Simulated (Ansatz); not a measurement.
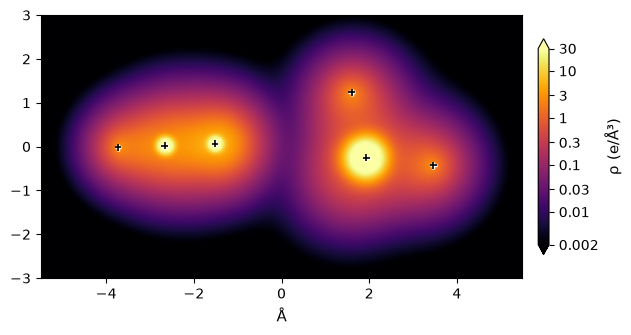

The electron density on a plane through atoms (crosses mark nuclei in the plane).

These are results of Ansatz, RKS PBE0-D4/def2-TZVPPD, not measurements.

Candidates:
A. AlCl$_{3}$K (charge +1)
B. HCN···GeH$_{4}$
C. HCN

Q: Which system is this?

A: Candidate B: HCN···GeH$_{4}$ on the plane of atoms H7, Ge4 and H8, which holds C, N, H and Ge. Ge4···N2 (3.47 Å): the density falls to about 0.03 e/Å³ on the way (a non-bonded, intermolecular contact). C–N (1.15 Å): the density is about 3.7 e/Å³ at the midpoint.
